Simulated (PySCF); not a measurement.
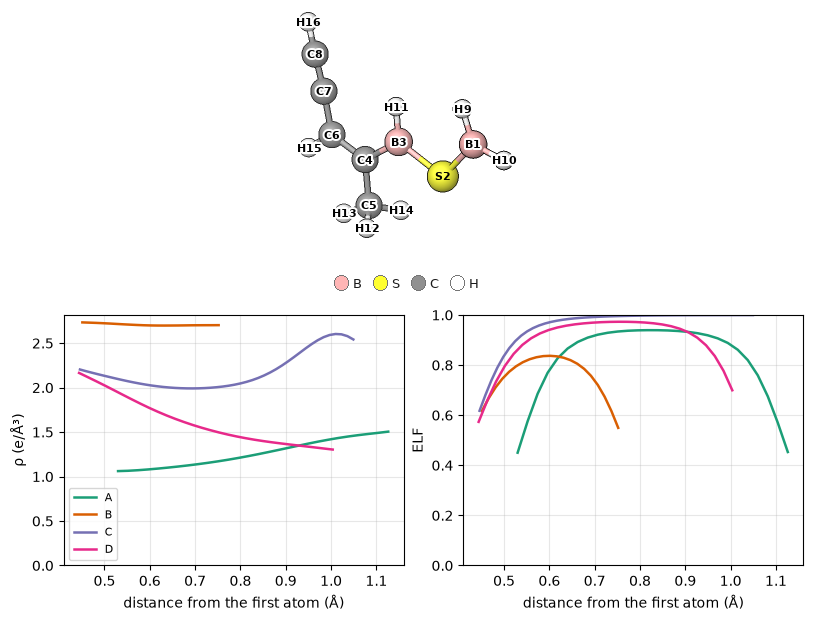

C₅H₈B₂S (SMILES BSB/C(C)=C\C#C). Electron density and electron localisation function along straight lines between neighbouring atoms. The curves leave out the atomic cores. The structure is drawn too.

Geometry: GFN2-xTB.

All numbers below come from PySCF, PBE0/def2-SVPD, SCF density, gas phase.

```yaml
atoms:
  - { symbol: B, position_ang: [2.8675, -1.8352, 0.8143] }
  - { symbol: S, position_ang: [1.2267, -1.9685, 0.1737] }
  - { symbol: B, position_ang: [0.5776, -0.2856, 0.1844] }
  - { symbol: C, position_ang: [-0.8582, -0.0237, -0.3193] }
  - { symbol: C, position_ang: [-1.7093, -1.1725, -0.7811] }
  - { symbol: C, position_ang: [-1.3800, 1.2240, -0.3573] }
  - { symbol: C, position_ang: [-0.7141, 2.3934, 0.0412] }
  - { symbol: C, position_ang: [-0.2022, 3.4324, 0.3662] }
  - { symbol: H, position_ang: [3.2972, -0.7990, 1.1371] }
  - { symbol: H, position_ang: [3.4893, -2.8194, 0.8986] }
  - { symbol: H, position_ang: [1.2595, 0.5802, 0.5732] }
  - { symbol: H, position_ang: [-1.8450, -1.8816, 0.0345] }
  - { symbol: H, position_ang: [-2.6861, -0.8422, -1.1295] }
  - { symbol: H, position_ang: [-1.2058, -1.7070, -1.5853] }
  - { symbol: H, position_ang: [-2.3917, 1.3888, -0.7183] }
  - { symbol: H, position_ang: [0.2669, 4.3249, 0.6562] }
```

Which curve belongs to which contact (B–S, C–B, C–C and C–H)? The first atom named is at distance zero.

Answer. Curve A: B–S (1.77 Å): ρ at the midpoint is about 1.3 e/Å³; the ELF peaks at about 0.95 between the atoms (localised, covalent bonding). Curve B: C–C (1.20 Å): ρ is about 2.7 e/Å³ halfway; the ELF peaks at about 0.85 between the atoms (a short, multiple covalent bond). Curve C: C–H (1.05 Å): the density is about 2.1 e/Å³ at the midpoint; the ELF climbs to about 1 towards the hydrogen, as it does in any bond to H; an ordinary covalent bond to hydrogen. Curve D: C–B (1.54 Å): the density is about 1.5 e/Å³ at the midpoint; the ELF peaks at about 1 between the atoms: localised, covalent bonding.
